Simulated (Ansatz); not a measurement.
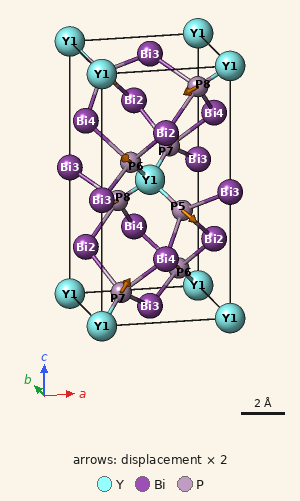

A relaxation of crystalline YBi3P4 (built on the VAg3O4-121 type type). The starting structure is drawn; orange arrows show the displacements (the part carried along by the change of the cell is left out), magnified 2 times.

Style: ball-and-stick. Shown: the conventional cell (2 times the calculation's cell), slightly off an axis. Lengths and directions refer to the drawn axes.

Level of theory: DFT, PBEsol, plane waves, PAW (Ansatz). (plane-wave cutoff 420 eV; k-point mesh 6 × 6 × 6; occupations fermi dirac; smearing width 0.03 eV; no spin polarisation; cell and atoms relaxed; force threshold 0.01 eV/Å; at most 120 steps)

> What happened in the run?

After 9 accepted moves (10 points after the start) the energy has fallen by 841 meV per atom. The largest force component goes from 4.7 to 0.00057 eV/Å. The pressure goes from 10.48 to 0.02 GPa. At 1 point the geometry stayed and the basis and grid were re-selected for the new cell (energy shift of 0.5 meV per atom at most each time). The largest moves relative to the cell, 0.48 Å, are those of P5, P6, P7 and P8. P8 goes along [−2 2 −1]. Bi and Y stay in place. The volume changes by +7.6 %, with a = b 6.197 → 6.528 Å (+5.3 %), c 12.225 → 11.860 Å (−3.0 %). Near-neighbour distances that change, for instance: Y1–P5 2.163 → 2.702 Å, Bi3–P5 2.895 → 2.764 Å, Bi2–P5 2.874 → 2.754 Å. Among the angles between lasting bonds that change: Bi2–P5–Bi4 99.4° → 113.9°, P5–Bi3–P8 129.1° → 116.1°, P5–Bi4–P8 101.9° → 113.9°. The space group stays I-42m (No. 121).
